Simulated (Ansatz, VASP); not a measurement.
**Cross-check of Ti3Ga between VASP and Ansatz**

One calculation is typed for both programs; each brings its own data sets and cutoff. How far apart do they land?

Program: Ansatz 0.2.0. Level of theory: plane waves, with VASP 6.6.1 beside it; single point at PBEsol. Results are calculated unless marked as measured.

## Step 1: Set-up

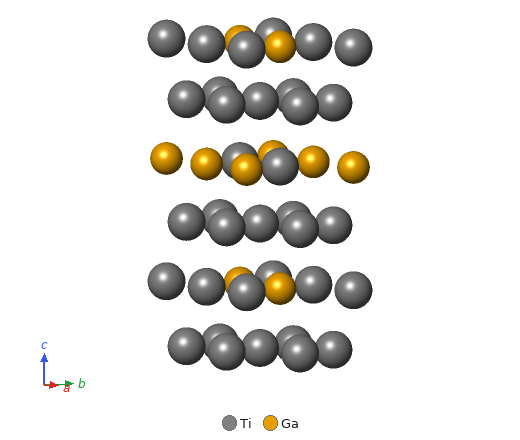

The starting structure, seen from the side, with the c axis up (titanium grey, gallium orange). 2×1×1 cells are drawn. Some periodic images of atoms are drawn too.

The cell holds 12 atoms: 9 Ti and 3 Ga. Its edges and angles: a = 3.904 Å, b = 3.904 Å, c = 25.659 Å, α = 90.0°, β = 90.0°, γ = 90.0°. It derives from Ti3Ga. The (0 0 1) slab of Ti3Ga, cut from the database cell (so at first; earlier steps may have moved the atoms). Vacuum lies along c.

## Step 2: Ansatz: single point, PBEsol

Ansatz runs on its default PAW (the set named soft_2) files.

With cell and atoms fixed, the geometry can't cause a difference; cores, projectors, grids and the points listed under the comparison can.

input.yaml reads:

```yaml
crystal:
  lattice:
    - [3.90397662, 0.0, 0.0]
    - [0.0, 3.90397662, 0.0]
    - [0.0, 0.0, 25.659119325]
  atoms:
    - { symbol: Ti, position: [0.5, 0.0, 0.29229374] }
    - { symbol: Ti, position: [0.0, 0.5, 0.29229374] }
    - { symbol: Ti, position: [0.0, 0.0, 0.37537625] }
    - { symbol: Ti, position: [0.0, 0.5, 0.45845875] }
    - { symbol: Ti, position: [0.5, 0.0, 0.45845875] }
    - { symbol: Ti, position: [0.5, 0.5, 0.5382757278] }
    - { symbol: Ti, position: [0.5, 0.0, 0.6222962455] }
    - { symbol: Ti, position: [0.0, 0.5, 0.6222962455] }
    - { symbol: Ti, position: [0.0, 0.0, 0.6995752525] }
    - { symbol: Ga, position: [0.5, 0.5, 0.37537625] }
    - { symbol: Ga, position: [0.0, 0.0, 0.5394358202] }
    - { symbol: Ga, position: [0.5, 0.5, 0.6983271701] }
hamiltonian:
  xc: pbesol
  pseudopotentials: { kind: paw }
kpoints:
  mp_grid: { grid: [5, 5, 1] }
scf:
  occupations: { method: methfessel_paxton, width: 0.2 }
  n_extra_bands: 7
efield:
  axis: 3
  dipole_correction: true
  ramp_width: 0.04
output:
  forces: true
  eigenvalues: true
```

The run is started by

```
> ansatz run input.yaml --threads 4 --pin off --max-ram 9216MiB --backend cpu --events-out ev --progress --plain --runs-dir out
```

Numbers of over 12 decimals in the logs are rounded to 6 here.

The log of the run:

```text
scf.n_extra_bands = 7 over 74 filled bands (N_el = 147.0): the run solves 81 bands
Engine: ansatz 0.2.0, aarch64-unknown-linux-gnu
Pseudopotentials: kind: paw
Pseudopotential: Ti, paw, valence charge 12, recommended cutoff 420 eV (normal), Ti.paw.azcp
Pseudopotential: Ga, paw, valence charge 13, recommended cutoff 420 eV (normal), Ga.paw.azcp
Functional definition: PBEsol
  exchange = pbesol_x
  correlation = pbesol_c
Crystal: 12 atoms, lattice volume = 391.071 Å³
Basis set: ecut = 420 eV, 7725 PW (Γ), exchange–correlation on 54×54×360 points (8 copies of the dense FFT grid, shifted against one another)
Bands: 81, of which v1, the nominal top of the filled ones, is band 74 counted from 1 (73 counted from 0)
Symmetry: 8 space group operations
Space group: P4mm (ITA 99), of the structure as read, at distance tolerance 7.3e-5 Å
k-points: 6 of 25
Non-local potential: Ti, projectors of the file, l = 0: 3, l = 1: 2, l = 2: 3, l = 3: 1
Non-local potential: Ga, projectors of the file, l = 0: 2, l = 1: 2, l = 2: 3, l = 3: 1
PAW form: soft (Blöchl's): semilocal exchange-correlation on the pseudo side does not see the compensation charge
PAW frozen core: Ti, regenerated for the run's functional, and the local potential with it (the file was generated under x = pbe(κ = 0.804, μ = 0.219515), c = pbe(β = 0.066725))
PAW frozen core: Ga, regenerated for the run's functional, and the local potential with it (the file was generated under x = pbe(κ = 0.804, μ = 0.219515), c = pbe(β = 0.066725))
PAW one-centre angular grid: Ti, 590 points (default); XC on 64 Gauss nodes
PAW one-centre angular grid: Ga, 590 points (default); XC on 64 Gauss nodes
Initial density: superposition of atomic densities (neutral atoms: chi_scale 0, normalization atom), corrected by the library's trained network
Initial wavefunctions: pseudopotential atomic-orbital guess
Functional: x = pbesol(κ = 0.804, μ = 0.123457), c = pbesol(β = 0.046)
SCF iter   1: F=—  HF=-33494.987600 eV  |F-HF|=—  |Δ(HF+E_count)|=         —  Δρ=9.80e-3  dr2=2.81e0  ethr=1.77e-3  p=0.008 e·Å  D=3.66e-3 V/Å  ΔV_dip=-0.09 eV  dr2_dipole=1.08e-3  V_vac-E_F(+/−)=3.89/3.98 eV  ⟨swp⟩=7.8  Hψ=2078  notcnv=0
efield: sawtooth ramp at fractional position 0.9759 (placed from the atoms, in the widest stretch of the axis that holds none; the zero of the levels goes with the place), width 0.0400; the density the first Hamiltonian is built on has a dipole p = 0.008 e·Å; the dipole correction subtracts the counter field D = 3.66e-3 V/Å, which shifts the + side's vacuum level by -0.09 eV against the − side's; the planar-averaged density in the ramp window peaks in size at 9.4e-5 e/Å³
preconditioner: auto → LDOS  [metal: Δε(μ)=0.053 eV  Ē_g=7.464 eV  σ=0.200 eV  W_gap=0.22  n_scr=82 (ndim 8)  ℏωp=16.3 eV  f_vac=0.451  D(μ)=14.11/eV (n_scr^D=124)  β→1.0]
SCF iter   2: F=—  HF=-33494.921458 eV  |F-HF|=—  |Δ(HF+E_count)|=   6.61e-2  S|Δr|=    0.00e0  Δρ=5.00e-3  dr2=2.05e-1  ethr=1.77e-3  p=0.024 e·Å  D=1.11e-2 V/Å  ΔV_dip=-0.29 eV  dr2_dipole=3.70e-4  V_vac-E_F(+/−)=4.01/4.30 eV  ⟨swp⟩=2.0  Hψ=626  notcnv=0
SCF iter   3: F=—  HF=-33494.908881 eV  |F-HF|=—  |Δ(HF+E_count)|=   1.26e-2  S|Δr|=    0.00e0  Δρ=1.13e-3  dr2=2.14e-2  ethr=1.40e-4  p=0.023 e·Å  D=1.07e-2 V/Å  ΔV_dip=-0.27 eV  dr2_dipole=1.49e-4  V_vac-E_F(+/−)=4.00/4.27 eV  ⟨swp⟩=2.0  Hψ=630  notcnv=0
SCF iter   4: F=—  HF=-33494.907922 eV  |F-HF|=—  |Δ(HF+E_count)|=   9.59e-4  S|Δr|=    0.00e0  Δρ=4.31e-4  dr2=4.18e-3  ethr=1.45e-5  p=0.027 e·Å  D=1.26e-2 V/Å  ΔV_dip=-0.32 eV  dr2_dipole=2.63e-3  V_vac-E_F(+/−)=4.00/4.32 eV  ⟨swp⟩=2.0  Hψ=613  notcnv=0
SCF iter   5: F=—  HF=-33494.907882 eV  |F-HF|=—  |Δ(HF+E_count)|=   4.02e-5  S|Δr|=    0.00e0  Δρ=1.15e-4  dr2=2.38e-4  ethr=2.84e-6  p=0.029 e·Å  D=1.36e-2 V/Å  ΔV_dip=-0.35 eV  dr2_dipole=2.57e-4  V_vac-E_F(+/−)=3.99/4.34 eV  ⟨swp⟩=2.0  Hψ=593  notcnv=0
SCF iter   6: F=—  HF=-33494.907896 eV  |F-HF|=—  |Δ(HF+E_count)|=   1.43e-5  S|Δr|=    0.00e0  Δρ=1.09e-4  dr2=1.21e-4  ethr=1.62e-7  p=0.032 e·Å  D=1.48e-2 V/Å  ΔV_dip=-0.38 eV  dr2_dipole=7.53e-5  V_vac-E_F(+/−)=3.99/4.36 eV  ⟨swp⟩=2.5  Hψ=737  notcnv=0
SCF iter   7: F=—  HF=-33494.907888 eV  |F-HF|=—  |Δ(HF+E_count)|=   7.71e-6  S|Δr|=    0.00e0  Δρ=5.56e-5  dr2=5.71e-5  ethr=8.22e-8  p=0.033 e·Å  D=1.55e-2 V/Å  ΔV_dip=-0.40 eV  dr2_dipole=1.04e-5  V_vac-E_F(+/−)=3.98/4.38 eV  ⟨swp⟩=2.2  Hψ=718  notcnv=0
SCF iter   8: F=—  HF=-33494.907541 eV  |F-HF|=—  |Δ(HF+E_count)|=   3.47e-4  S|Δr|=    0.00e0  Δρ=3.29e-5  dr2=2.98e-5  ethr=3.89e-8  p=0.034 e·Å  D=1.58e-2 V/Å  ΔV_dip=-0.41 eV  dr2_dipole=7.76e-6  V_vac-E_F(+/−)=3.98/4.38 eV  ⟨swp⟩=2.0  Hψ=702  notcnv=0
SCF iter   9: F=—  HF=-33494.907542 eV  |F-HF|=—  |Δ(HF+E_count)|=   8.23e-7  S|Δr|=    0.00e0  Δρ=1.69e-5  dr2=7.19e-6  ethr=2.03e-8  p=0.035 e·Å  D=1.61e-2 V/Å  ΔV_dip=-0.41 eV  dr2_dipole=3.09e-6  V_vac-E_F(+/−)=3.98/4.39 eV  ⟨swp⟩=2.0  Hψ=715  notcnv=0
SCF iter  10: F=—  HF=-33494.907542 eV  |F-HF|=—  |Δ(HF+E_count)|=   1.05e-7  S|Δr|=    0.00e0  Δρ=5.48e-6  dr2=5.69e-7  ethr=4.89e-9  p=0.035 e·Å  D=1.62e-2 V/Å  ΔV_dip=-0.41 eV  dr2_dipole=1.88e-7  V_vac-E_F(+/−)=3.98/4.39 eV  ⟨swp⟩=2.0  Hψ=646  notcnv=0
SCF iter  11: F=-33494.907542 eV  HF=-33494.907542 eV  |F-HF|=6.29e-9  |Δ(HF+E_count)|=   5.60e-8  S|Δr|=    0.00e0  Δρ=1.34e-6  dr2=1.33e-8  ethr=6.80e-11  p=0.035 e·Å  D=1.62e-2 V/Å  ΔV_dip=-0.42 eV  dr2_dipole=6.26e-9  V_vac-E_F(+/−)=3.98/4.39 eV  ⟨swp⟩=5.2  Hψ=2107  notcnv=0
SCF 1 converged in 11 iterations: F = -33494.907542 eV  dr2 = 1.33e-8
  greatest PAW one-centre occupation: 0.999 electrons in one spin orbital (limit 2), on the Ti atom at site 7 (counted from 0), in its partial waves of l = 0
SCF converged after 11 iterations
Stability not checked: this state was not tested for a lower state beside it, because cold or Methfessel-Paxton smearing, or corrected tetrahedra, fill the levels in a way that the test cannot read (fill_not_monotonic; see scf.lower_state_search)
Free energy (F): -33494.907542 eV
Harris-Foulkes:  -33494.907542 eV  (|F-HF|=6.29e-9)
Internal energy: -33494.891653 eV  (E = F + TS)
E sigma→0 (E₀):  -33494.903570 eV
Entropy (-TS):   -0.015889 eV (-1.324 meV/atom)
Fermi energy:    4.708769 eV
Dipole field:    D = 0.016111 V/Å  (p = 0.034819 e·Å, saw-weighted, corrected)
Work function:   Φ+ = 3.9771 eV   Φ− = 4.3905 eV
Levels:          The Fermi level and band energies are counted from a zero that moves with the ramp; work functions are not
--- Per-component energies (eV) ---
  E_band       = -2613.253422
  E_kinetic    = 2803.831661
  E_local      = -157593.106621  (includes V_loc(G=0)·N_el)
  E_nonlocal   = 1360.380109
  E_hartree    = 77422.267668
  E_xc         = -1077.622997
  E_vxc        = -1269.993241  (∫ρ·V_xc dr)
  E_paw        = -15045.657548  (= ΣΔE_a)
  E_vpaw       = -2758.759990  (= ΣTr[D̂ρ^β])
  E_aug_tail   = 0.000790  (compensation charges beyond the density's cutoff)
  E_efield     = 0.000280  (sawtooth field / dipole correction)
  E_vefield    = -0.156667  (∫n·V_field dr)
  E_ewald      = 58631.171611
  E_core_change = 3.843392  (= ΣΔE_core)
  E_smearing   = -0.015889  (= −TS)
  E_closure    = 0.000000  (closes the sum)
  Σ components = -33494.907542   (vs F -33494.907542, Δ=0.00e0)
--- Forces (eV/Å), atoms counted from 1 ---
  atom   1  Ti    -0.00000000     0.00000000     0.74909727
  atom   2  Ti    -0.00000000     0.00000000     0.74909727
  atom   3  Ti    -0.00000000     0.00000000    -0.84793065
  atom   4  Ti     0.00000000     0.00000000    -0.19042948
  atom   5  Ti     0.00000000     0.00000000    -0.19042948
  atom   6  Ti    -0.00000000     0.00000000     0.05447372
  atom   7  Ti    -0.00000000     0.00000000    -0.05750541
  atom   8  Ti    -0.00000000     0.00000000    -0.05750541
  atom   9  Ti     0.00000000     0.00000000     0.16305071
  atom  10  Ga     0.00000000     0.00000000    -0.34925061
  atom  11  Ga     0.00000000     0.00000000     0.02655323
  atom  12  Ga    -0.00000000     0.00000000    -0.04915356
  max |Σ_I F_I| component: 6.76e-5 eV/Å
--- Band table (eV; the first three rows and the last of 6) ---
  k-point 0: bands = [... 70 lower, 4.0083, 4.3466, 4.6409, 4.7508, 4.9616, 5.1315, 5.2089, 5.2089, ... 3 higher]
  k-point 1: bands = [... 70 lower, 4.1643, 4.3867, 4.6754, 4.7521, 4.7705, 4.8571, 5.0696, 5.0729, ... 3 higher]
  k-point 2: bands = [... 70 lower, 4.3116, 4.5357, 4.6992, 5.0221, 5.0606, 5.1896, 5.2122, 5.3482, ... 3 higher]
  k-point 5: bands = [... 70 lower, 4.3454, 4.4833, 4.5537, 4.7586, 4.9344, 4.9796, 5.0589, 5.1510, ... 3 higher]
```

The job ended after 6.7 s (4 threads of Arm Neoverse V1, shared host; peak memory 0.93 GiB; 26 s of CPU time).

In the SCF lines HF is the Harris–Foulkes energy and dr2 the Hartree energy of the density residual, in eV; the loop may stop once dr2 is under the threshold and the program's other checks hold. Hψ counts applications of the Hamiltonian.

(Continued in part 2 of 2.)

[Lines on the potential files, build, host, timing and source positions are cut from VASP's logs without a mark.]

[Logs are printed without paths, hosts, clocks, repeated set-up lines and the standing remarks that a program may print on its own settings, such as how far it seeks lower states.]

[Hosts, paths, dates, database ids (printed as entryN), source tags and the programs' standing remarks are cut or masked in the printed files.]
